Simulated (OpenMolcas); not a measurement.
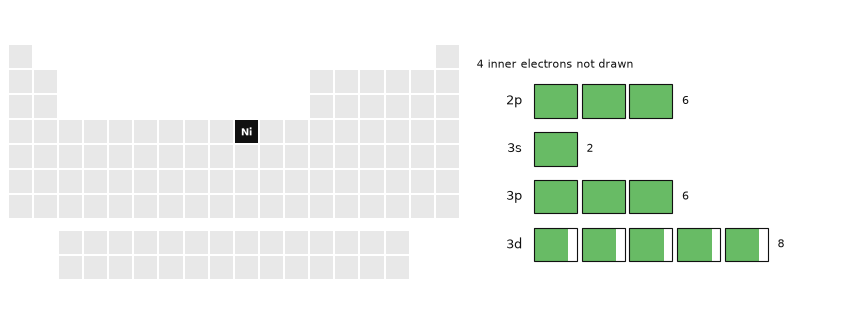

Left, the place of nickel in the periodic table; right, the outer shells of the leading configuration of the lowest level: a box for each of the 2l + 1 orbitals, shaded by the share of the shell that is filled, with the electron count at the right.

Run report: Ni²⁺ complex, multiconfigurational calculation

- system: Ni²⁺ with 6 ligands (O; octahedron, 2.07 Å), neutralised by 6 outer point charges of +1.7 e, whose field is part of the energies.
- method: state-averaged SS-CASPT2, IPEA shift 0.25, imaginary shift 0.1 hartree, closed shells 3s 3p of the metal and the valence shells of the ligands correlated, active space 8 electrons in the shell 3d, basis ANO-RCC-VTZP on the metal and ANO-RCC-VDZP on the ligands, DKH2 scalar Hamiltonian, spin-orbit coupling by RASSI with atomic mean-field integrals (OpenMolcas)

### Key numbers

- outcome: converged
- energy of the lowest spin-free term: −1973.32598 hartree
- energy of the lowest spin-orbit level: −1973.32671 hartree
- CASPT2 correlation energy: −2.1150 hartree
- largest spread among components of a term: 63.8 cm⁻¹
- lowest reference weight: 0.594
- hardware: 1 thread of Arm Neoverse V1, 24 GiB of memory available, shared host
- wall time: 1.7 min
- peak memory: 0.2 GiB

### Notes

The components of ¹E, which symmetry makes degenerate, are split by 64 cm⁻¹ in CASPT2. This is an artefact; the levels of such states rest on averages and are uncertain by about as much. Limits: bare point charges leave oxide and sulfide ligands too diffuse, field too small; with a single d shell and no ligand orbitals active, the ligand field and the g values of a late 3d ion can be well off; distances are set from ionic radii, not optimised.

### Input
```
&GATEWAY
Coord
7

Ni 0.0 0.0 0.0
O 2.070000 0.000000 0.000000
O 0.000000 2.070000 0.000000
O -2.070000 0.000000 0.000000
O 0.000000 -2.070000 0.000000
O 0.000000 0.000000 2.070000
O 0.000000 0.000000 -2.070000
Basis=Ni.ANO-RCC-VTZP,O.ANO-RCC-VDZP
Group=XYZ
NoMove
AngMom=0.0 0.0 0.0
AMFI
RICD
XField
3 Angstrom 0
5.270000 0.000000 0.000000 1.666667
0.000000 5.270000 0.000000 1.666667
0.000000 0.000000 5.270000 1.666667
&SEWARD
&RASSCF
FileOrb=start.orb
Symmetry=1
Spin=3
nActEl=8 0 0
Inactive=18 21
Ras2=5 0
CIRoot=10 10 1
SDav=10
CIMx=300
Iter=150 100
PrWF=0.3
OrbListing=Nothing
MaxOrb=0
LevShft=1.0
>>> COPY $Project.JobIph JOB001
&RASSCF
FileOrb=start.orb
Symmetry=1
Spin=1
nActEl=8 0 0
Inactive=18 21
Ras2=5 0
CIRoot=15 15 1
SDav=15
CIMx=300
Iter=150 100
PrWF=0.3
OrbListing=Nothing
MaxOrb=0
LevShft=1.0
>>> COPY $Project.JobIph JOB002
&RASSI
NrOfJobIphs=2 10 15
1 2 3 4 5 6 7 8 9 10
1 2 3 4 5 6 7 8 9 10 11 12 13 14 15
IphNames
JOB001
JOB002
EJob
SpinOrbit
DIPRint=1.0
SOCoupling=1000.0
Subsets=2
Property=9
'ANGMOM' 1 'ANGMOM' 2 'ANGMOM' 3 'MLTPL  1' 1 'MLTPL  1' 2 'MLTPL  1' 3
'AMFI' 1 'AMFI' 2 'AMFI' 3
SOProperty=3
'ANGMOM' 1 'ANGMOM' 2 'ANGMOM' 3
>>> COPY JOB001 $Project.JobIph
&CASPT2
Multistate=10 1 2 3 4 5 6 7 8 9 10
NoMult
Frozen=5 6
IPEA=0.25
Imaginary=0.1
MaxIter=60
WThr=0.0 0.3 0.05
PrWF=0.5
NoMix
>>> COPY JOB002 $Project.JobIph
&CASPT2
Multistate=15 1 2 3 4 5 6 7 8 9 10 11 12 13 14 15
NoMult
Frozen=5 6
IPEA=0.25
Imaginary=0.1
MaxIter=60
WThr=0.0 0.3 0.05
PrWF=0.5
NoMix
```

The file start.orb holds starting orbitals from an earlier step. A driver script formed the levels outside the program, from RASSI's spin-orbit matrix and the CASPT2 energies (for multi-state variants, the effective Hamiltonian), averaged over the components of each term or state. The log and the time are those of the CASPT2 step.

Launched with:
```bash
OMP_NUM_THREADS=1 MOLCAS_MEM=2457 MOLCAS_PROJECT=a pymolcas a.inp > a.log  # once for each step of the input, in one work folder
```

### Log (extracts)
```
--- CASPT2 ---
Orbital specifications:
      -----------------------

      Symmetry species                           1   2
                                                ag  au
      Frozen orbitals                            5   6
      Inactive orbitals                         13  15
      Active orbitals                            5   0
      Secondary orbitals                        49  50
      Deleted orbitals                           0   0
      Number of basis functions                 72  71
Type of calculation                        SS-CASPT2
      Fock operator                              state-specific
      IPEA shift                                 0.25
      Real shift                                 0.00
      Imaginary shift                            0.10
      The input orbitals will be transformed to quasi-canonical
Reference energy:       -1971.2109549084
      E2 (Non-variational):      -2.1117987111
      Shift correction:          -0.0032307143
      E2 (Variational):          -2.1150294254
      Total energy:           -1973.3259843338
      Residual norm:              0.0000002369
      Reference weight:           0.60937
      Contributions to the CASPT2 correlation energy
      Active & Virtual Only:         -0.2707668432
      One Inactive Excited:          -0.3365191784
      Two Inactive Excited:          -1.5045126896
Reference energy:       -1971.1890769769
      E2 (Non-variational):      -2.1063720133
      Shift correction:          -0.0032178539
      E2 (Variational):          -2.1095898672
      Total energy:           -1973.2986668441
      Residual norm:              0.0000004808
      Reference weight:           0.60971
      Contributions to the CASPT2 correlation energy
      Active & Virtual Only:         -0.2689026685
      One Inactive Excited:          -0.3357268373
      Two Inactive Excited:          -1.5017425075
::    CASPT2 Root  1     Total energy:  -1973.32598433
::    CASPT2 Root  2     Total energy:  -1973.29866684
::    CASPT2 Root  3     Total energy:  -1973.29878538
::    CASPT2 Root  4     Total energy:  -1973.29870206
::    CASPT2 Root  5     Total energy:  -1973.28364502
::    CASPT2 Root  6     Total energy:  -1973.28360334
::    CASPT2 Root  7     Total energy:  -1973.28358811
::    CASPT2 Root  8     Total energy:  -1973.22914627
::    CASPT2 Root  9     Total energy:  -1973.22912061
::    CASPT2 Root 10     Total energy:  -1973.22914331
--- CASPT2 ---
Orbital specifications:
      -----------------------

      Symmetry species                           1   2
                                                ag  au
      Frozen orbitals                            5   6
      Inactive orbitals                         13  15
      Active orbitals                            5   0
      Secondary orbitals                        49  50
      Deleted orbitals                           0   0
      Number of basis functions                 72  71
Type of calculation                        SS-CASPT2
      Fock operator                              state-specific
      IPEA shift                                 0.25
      Real shift                                 0.00
      Imaginary shift                            0.10
      The input orbitals will be transformed to quasi-canonical
Reference energy:       -1971.1286721287
      E2 (Non-variational):      -2.1343308175
      Shift correction:          -0.0032902902
      E2 (Variational):          -2.1376211077
      Total energy:           -1973.2662932364
      Residual norm:              0.0000006086
      Reference weight:           0.60616
      Contributions to the CASPT2 correlation energy
      Active & Virtual Only:         -0.2779347390
      One Inactive Excited:          -0.3454323590
      Two Inactive Excited:          -1.5109637195
Reference energy:       -1971.1286721284
      E2 (Non-variational):      -2.1342571455
      Shift correction:          -0.0032832938
      E2 (Variational):          -2.1375404392
      Total energy:           -1973.2662125676
      Residual norm:              0.0000006090
      Reference weight:           0.60622
      Contributions to the CASPT2 correlation energy
      Active & Virtual Only:         -0.2779103665
      One Inactive Excited:          -0.3453855372
      Two Inactive Excited:          -1.5109612418
::    CASPT2 Root  1     Total energy:  -1973.26629324
::    CASPT2 Root  2     Total energy:  -1973.26621257
::    CASPT2 Root  3     Total energy:  -1973.24115938
::    CASPT2 Root  4     Total energy:  -1973.24111473
::    CASPT2 Root  5     Total energy:  -1973.24116018
::    CASPT2 Root  6     Total energy:  -1973.22509083
::    CASPT2 Root  7     Total energy:  -1973.20655898
::    CASPT2 Root  8     Total energy:  -1973.20639383
::    CASPT2 Root  9     Total energy:  -1973.20651989
::    CASPT2 Root 10     Total energy:  -1973.18959348
::    CASPT2 Root 11     Total energy:  -1973.18930294
::    CASPT2 Root 12     Total energy:  -1973.18780678
::    CASPT2 Root 13     Total energy:  -1973.18780978
::    CASPT2 Root 14     Total energy:  -1973.18779191
::    CASPT2 Root 15     Total energy:  -1973.07577476
```

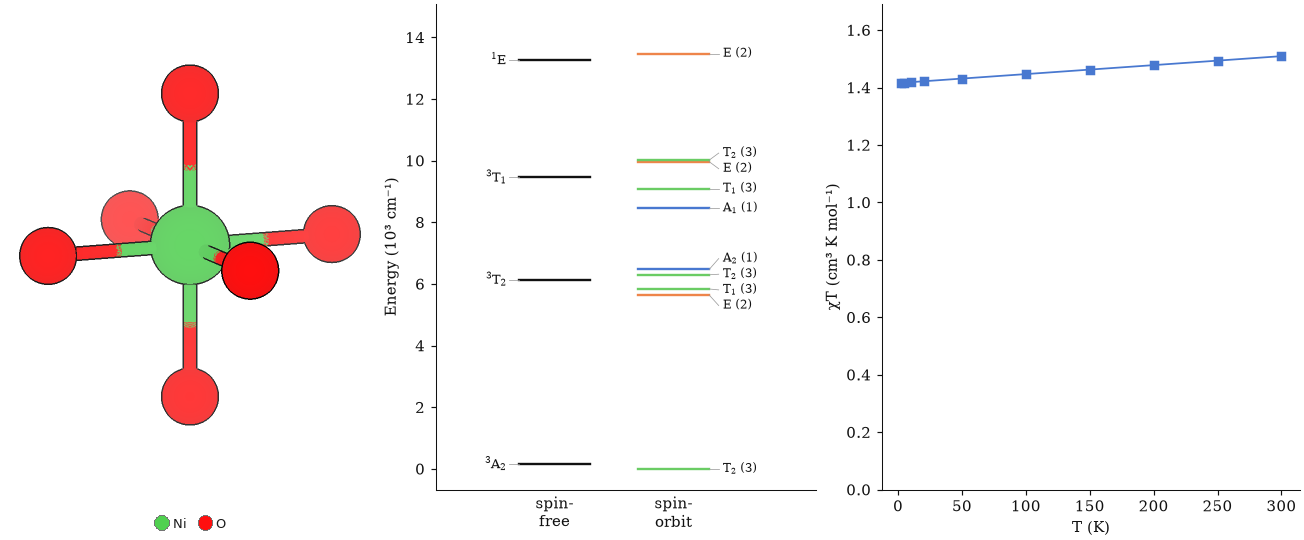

Ni²⁺ (3d⁸) with 6 ligands, O²⁻, at 2.07 Å (arrangement: octahedron, Oh), neutralised by outer point charges of +1.7 e, and its levels and susceptibility. Labels give the representation in O, Td, D4 or D3 as the site allows (double group for half-integer spin) where it could be assigned and, in brackets, the degeneracy; spin-free states, where drawn, share the zero of the spin-orbit levels. Powder susceptibility by Van Vleck's formula. The ground level is T₂, 3-fold degenerate, 100 % from states of spin multiplicity 3. The next level lies at 5,640 cm⁻¹ (E). The lowest spin-free state is ³A₂, from the free-ion F term; of the same spin there follow at 5,980 cm⁻¹ (³T₂) and 9,300 cm⁻¹ (³T₁) above it. χT is 1.42 cm³ K mol⁻¹ at 2 K and 1.51 at 300 K, an effective moment of 3.48 μB.
